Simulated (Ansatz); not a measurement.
```cif
data_structure
_symmetry_space_group_name_H-M 'P 1'
_symmetry_Int_Tables_number 1
_cell_length_a 6.2630
_cell_length_b 6.6260
_cell_length_c 6.6417
_cell_angle_alpha 90.000
_cell_angle_beta 90.000
_cell_angle_gamma 90.000
_cell_volume 275.62
loop_
_atom_site_label
_atom_site_type_symbol
_atom_site_fract_x
_atom_site_fract_y
_atom_site_fract_z
_atom_site_occupancy
Ge1 Ge 0.50000 0.00000 0.00000 1
Ge2 Ge 0.00000 0.50000 0.50000 1
Sn1 Sn 0.00000 0.00000 0.00000 1
Sn2 Sn 0.50000 0.50000 0.50000 1
Sn3 Sn 0.24952 0.50000 0.00000 1
Sn4 Sn 0.74952 0.00000 0.50000 1
Sn5 Sn 0.25048 0.00000 0.50000 1
Sn6 Sn 0.75048 0.50000 0.00000 1
O1 O 0.00000 0.20247 0.50000 1
O2 O 0.50000 0.70247 0.00000 1
O3 O 0.00000 0.69684 0.00000 1
O4 O 0.50000 0.19684 0.50000 1
O5 O 0.23278 0.50000 0.31281 1
O6 O 0.73278 0.00000 0.81281 1
O7 O 0.26722 0.00000 0.81281 1
O8 O 0.76722 0.50000 0.31281 1
O9 O 0.50000 0.29753 0.00000 1
O10 O 0.00000 0.79753 0.50000 1
O11 O 0.00000 0.30316 0.00000 1
O12 O 0.50000 0.80316 0.50000 1
O13 O 0.73278 0.00000 0.18719 1
O14 O 0.23278 0.50000 0.68719 1
O15 O 0.26722 0.00000 0.18719 1
O16 O 0.76722 0.50000 0.68719 1
```

Space group Immm; a generated structure, not necessarily the stable one.

The calculation used Ansatz 0.2.0, DFT PBEsol, scalar-relativistic, plane waves, PAW.

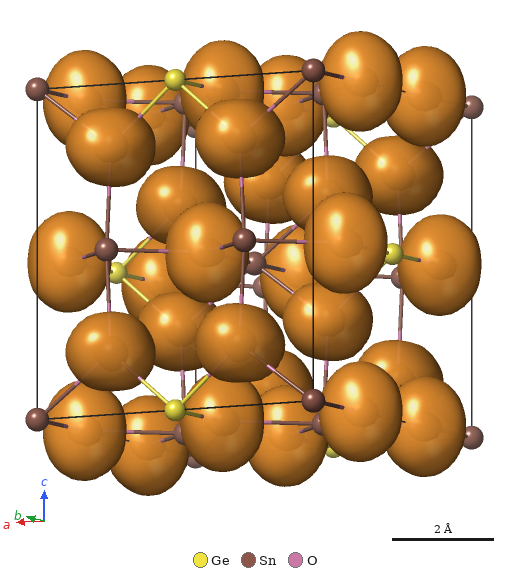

Sn$_{3}$GeO$_{8}$. Isosurface of the electron localisation function at 0.65 (orange), seen at an oblique angle. Core shells and regions of very low density are left out. Sticks mark near contacts.

Core electrons are frozen (PAW), and the valence fields are smoothed inside the atomic spheres.

**Describe the localisation domains.**

The surface consists of 16 regions wrapped around O (the valence shell of each), counted in one cell of 24 atoms. Regions shared between cells count once. Along the contacts the grid gives the following. Ge–O (1.92 Å): the ELF peaks at about 0.80 in the valence shell of O, 0.6 Å from its nucleus, and is about 0.45 at the midpoint. Sn–O (2.01 Å): the ELF peaks at about 0.80 in the valence shell of O, 0.6 Å from its nucleus, and is about 0.25 at the midpoint; no shared electron pair shows on this line.
